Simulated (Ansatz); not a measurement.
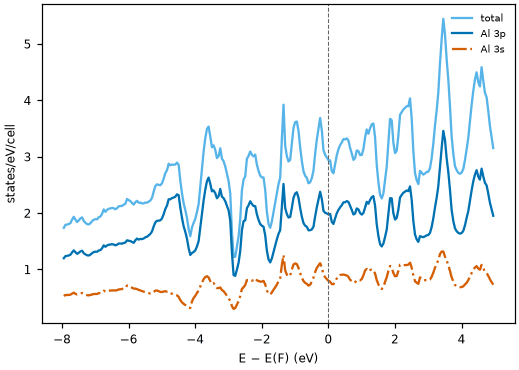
Fig. 1. Total and projected density of states of Al (A15 (β-W type), Pm-3n), DFT-r²SCAN in the program Ansatz with PAW potentials

Task: Which orbitals carry the states next to the Fermi level?

Result: Within 0.5 eV of the Fermi level: Al 3p 66 %, Al 3s 29 %, outside the projected shells 6 %. Projections are on Löwdin-orthogonalised atomic valence shells; empty p or d shells of many metals are not among them.

Task: Where is the tallest occupied peak in this window, and what makes it?

Result: Near -1.3 eV, about 3.9 states/eV per cell; the largest projected share is Al 3p.

The start of the workflow was typed in or built on a structure type; neither database checked (COD, Materials Project) lists it. It is not the phase usual at ambient conditions (space group No. 225). Symmetry was held in the r²SCAN relaxation; whether a distortion lowers the energy is not shown.

Potentials: the later of the program's two PAW sets.
